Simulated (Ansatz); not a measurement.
```xyz
8

As   -0.3759    0.1073   -1.8009
H    -0.7056    0.2538   -3.2809
H     0.7197    1.1589   -1.8754
H     0.6066   -1.0221   -2.0657
As    0.3802   -0.1625    1.8064
H    -0.5319    1.0398    1.9894
H    -0.7797   -1.1376    1.9304
H     0.6867   -0.2375    3.2967
```

Geometry: PBE0-D4/def2-TZVP.

Level of theory: Ansatz 0.2.0, RKS PBE0-D4/def2-TZVPPD.

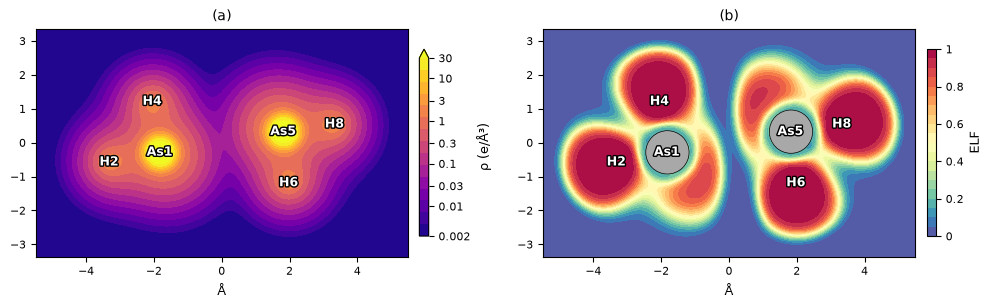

AsH3···AsH3 (SMILES [AsH3].[AsH3]). (a) electron density; (b) ELF on the plane of atoms H6, As5 and H8. Grey discs cover the atomic cores in the ELF map.

**What does the map show?**

- Atoms in the plane: As and H.
- As1···As5 (3.70 Å): the density falls to about 0.05 e/Å³ on the way; the ELF dips to about 0.05 between them: a non-bonded, intermolecular contact.
- As–H (1.52 Å): ρ is about 1.1 e/Å³ halfway; the ELF climbs to about 1 towards the hydrogen, as it does in any bond to H.
- The ELF also peaks beside As1 and As5, away from the bonds: lone-pair regions.
